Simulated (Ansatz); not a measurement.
```xyz
6
Lattice="3.4346 0.0000 0.0000 -1.7173 2.9744 0.0000 0.0000 0.0000 8.6392" Properties=species:S:1:pos:R:3 pbc="T T T"
N     0.0000    0.0000    0.1746
N     0.0000    1.9830    2.6937
As    1.7173    0.9915    5.7013
Ga    0.0000    1.9830    0.7386
Ga    1.7173    0.9915    3.2578
Ga    0.0000    0.0000    6.8724
```

Space group P3m1; started from the ordered alloy on zincblende lattice prototype, which need not be the ambient phase; computed pressure about 5 GPa in this cell.

Level of theory: DFT, PBE with spin-orbit coupling, plane waves, PAW (Ansatz).

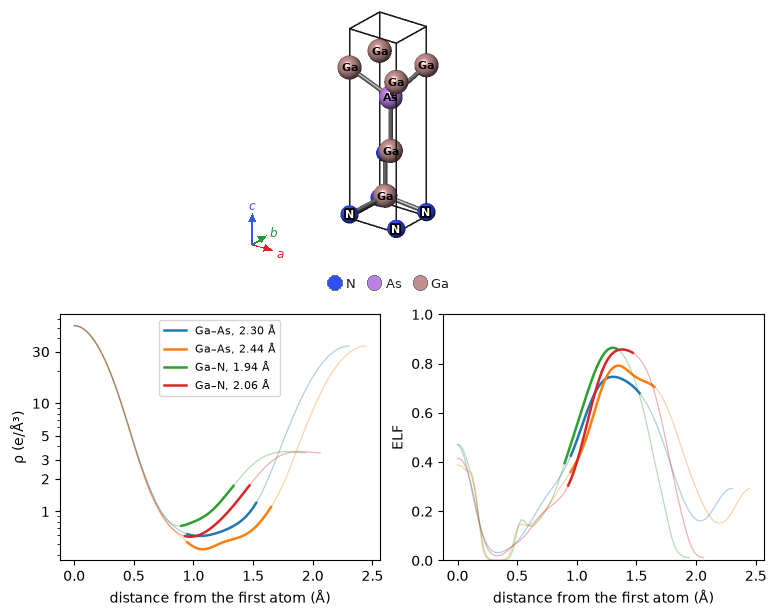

Ga₃AsN₂. Valence electron density and ELF along straight lines between neighbouring atoms. Thin, pale parts lie inside the atomic spheres. The structure is drawn too.

The density is the valence pseudo-density of a PAW calculation; it isn't the true density close to the nuclei.

Q: What can be read from the curves?

A: Ga–As (2.30 Å): ρ at the midpoint is about 0.61 e/Å³; the ELF peaks at about 0.75 between the atoms.
Ga–As (2.44 Å): the density is about 0.51 e/Å³ at the midpoint, with its minimum of 0.45 e/Å³ about 1.1 Å from Ga; the ELF peaks at about 0.80 between the atoms; a covalent bond.
Ga–N (1.94 Å): ρ at the midpoint is about 0.78 e/Å³; the ELF peaks at about 0.85 in the valence shell of N, 0.6 Å from its nucleus, and is about 0.50 at the midpoint.
Ga–N (2.06 Å): the density is about 0.6 e/Å³ at the midpoint; the ELF peaks at about 0.85 in the valence shell of N, 0.7 Å from its nucleus, and is about 0.45 at the midpoint.
